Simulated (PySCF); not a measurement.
# [NO2]− (nitrite): levels of theory compared

We compute a comparison of 6 runs (HF/3-21G, B3LYP/6-31G*, B3LYP/def2-TZVPPD, CAM-B3LYP/def2-TZVPPD, PBE0/def2-TZVPPD, wB97M-V/def2-TZVPPD) of [NO2]− (nitrite). The job is set up through a Python script.

Program for the calculation: PySCF 2.14.0.

1 further run of the same task is left out (set aside as unsound or not needed).

### Step 1. The system as given

The species is [NO2]− (3 atoms), meant as a singlet with charge -1. As SMILES, `O=N[O-]`. Geometry: relaxed at GFN2-xTB.

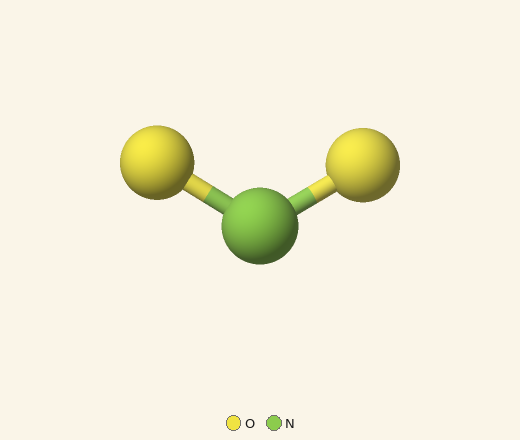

Viewed from a chosen angle; oxygen yellow, nitrogen green.

### Step 2. A single-point energy at HF/3-21G (run 1)

calc.py reads:

```python
# nitrite
from pyscf import gto, scf

mol = gto.M(
    atom='''
O    0.332300   1.015250   0.295330
N    0.330220  -0.248730   0.154080
O   -0.662520  -0.766520  -0.449410
''',
    spin=0,
    charge=-1,
    verbose=4,
    basis='3-21g',
    max_memory=1860,
)

mf = scf.RHF(mol)
mf.conv_tol = 1e-10
mf.kernel()
if not mf.converged:
    mf = mf.newton().run(mf.mo_coeff, mf.mo_occ)

etot = mf.e_tot
print('E(%s) = %.9f' % ('HF', etot))
```

Command:

```sh
$ OMP_NUM_THREADS=1 python calc.py
```

The program printed:

```text
PySCF version 2.14.0

[... 59 lines left out ...]
converged SCF energy = -202.874817098729
E(HF) = -202.874817099
```

Wall time 0.5 s (1 thread of Arm Neoverse V2, shared host); peak memory 0.1 GiB.

### Step 3. The energy at B3LYP/6-31G(d) (spherical functions) (run 2)

calc.py reads:

```python
from pyscf import gto, dft

molecule = gto.M(
    atom='''
O      0.627956     1.918544     0.558093
N      0.624025    -0.470032     0.291169
O     -1.251981    -1.448513    -0.849262
''',
    spin=0,
    basis='6-31g*',
    max_memory=1860,
    unit='bohr',
    charge=-1,
    verbose=3,
)

calc0 = dft.RKS(molecule, xc='b3lyp')
calc0.conv_tol = 1e-10
calc0.grids.level = 5
calc0.kernel()
if not calc0.converged:
    calc0 = calc0.newton().run(calc0.mo_coeff, calc0.mo_occ)

e_final = calc0.e_tot
print('E(%s) = %.9f' % ('B3LYP', e_final))
```

Command:

```sh
$ OMP_NUM_THREADS=1 python calc.py
```

The program printed:

```text
converged SCF energy = -205.113891302898
E(B3LYP) = -205.113891303
```

Run time: 3.6 s. Hardware: 1 thread of Arm Neoverse V2, shared host; peak memory 0.24 GiB.

Run 3 isn't shown in full; the table further down has it.

### Step 4. The energy at CAM-B3LYP/def2-TZVPPD (run 4)

input.py reads:

```python
from pyscf import gto, dft

system = gto.Mole()
system.atom = '''
O      0.332300     1.015250     0.295330
N      0.330220    -0.248730     0.154080
O     -0.662520    -0.766520    -0.449410
'''
system.basis = 'def2-tzvppd'
system.max_memory = 1860
system.verbose = 3
system.charge = -1
system.build()

mf = dft.RKS(system)
mf.xc = 'cam-b3lyp'
mf.conv_tol = 1e-10
mf.grids.level = 5
mf.kernel()
if not mf.converged:
    mf = mf.newton().run(mf.mo_coeff, mf.mo_occ)

etot = mf.e_tot
print('Final energy', etot)
```

Command:

```sh
$ OMP_NUM_THREADS=1 python input.py
```

The program printed:

```text
converged SCF energy = -205.180439896654
Final energy -205.18043989665364
```

Wall time 20 s (1 thread of Arm Neoverse V2, shared host); peak memory 0.61 GiB.

Run 5 isn't shown in full; the table further down has it.

### Step 5. The energy at wB97M-V/def2-TZVPPD (run 6)

run.py reads:

```python
from pyscf import gto, dft

system = gto.M(
    atom=[
    ('O', (0.332300, 1.015250, 0.295330)),
    ('N', (0.330220, -0.248730, 0.154080)),
    ('O', (-0.662520, -0.766520, -0.449410)),
],
    verbose=4,
    max_memory=1860,
    charge=-1,
    basis='def2-tzvppd',
    spin=0,
)

ks = dft.RKS(system)
ks.xc = 'wb97m-v'
ks.grids.level = 5
ks.nlcgrids.level = 1
ks.conv_tol = 1e-10
ks.kernel()
if not ks.converged:
    ks = ks.newton().run(ks.mo_coeff, ks.mo_occ)

e_tot = ks.e_tot
print('Final energy', e_tot)
```

Command:

```sh
$ OMP_NUM_THREADS=1 python run.py
```

The program printed:

```text
PySCF version 2.14.0

[... 85 lines left out ...]
converged SCF energy = -205.194825087733
Final energy -205.19482508773314
```

Run time: 49 s. Hardware: 1 thread of Arm Neoverse V2, shared host; peak memory 0.67 GiB.

### Step 6. The series

| run | level | integration grid | nlc grid | energy (Eh) | HOMO energy (eV) | LUMO energy (eV) | HOMO–LUMO gap (eV) | wall time |
| --- | --- | --- | --- | --- | --- | --- | --- | --- |
| 1 | HF/3-21G | – | – | -202.874817 | -2.56 | 11.67 | 14.24 | 0.5 s |
| 2 | B3LYP/6-31G* (spherical functions) | 5 | – | -205.113891 | 1.68 | 6.65 | 4.97 | 3.6 s |
| 3 | B3LYP/def2-TZVPPD | 5 | – | -205.248305 | -0.06 | 4.90 | 4.96 | 12 s |
| 4 | CAM-B3LYP/def2-TZVPPD | 5 | – | -205.180440 | -1.80 | 5.83 | 7.63 | 20 s |
| 5 | PBE0/def2-TZVPPD | 5 | – | -205.026088 | -0.21 | 5.27 | 5.48 | 12 s |
| 6 | wB97M-V/def2-TZVPPD | 5 | 1 | -205.194825 | -2.72 | 5.83 | 8.55 | 49 s |

### Step 7. Results

| quantity | value |
| --- | --- |
| run 6: total energy | -205.19483 Eh |
| run 6: HOMO energy | -2.72 eV |
| run 6: LUMO energy | 5.83 eV |
| run 6: HOMO–LUMO gap (to an unbound level, set by the basis) | 8.55 eV |

What this shows: The HOMO–LUMO gap runs from 4.96 eV (B3LYP/def2-TZVPPD) to 14.24 eV (HF/3-21G). The two ends differ in method and basis. The empty levels of an anion lie above zero and hang on the basis. Totals of different functionals can't be ranked against each other. In run 2 the HOMO lies above zero, so the outermost electron may be held by the basis alone. All runs together took 98 s, the longest 49 s.
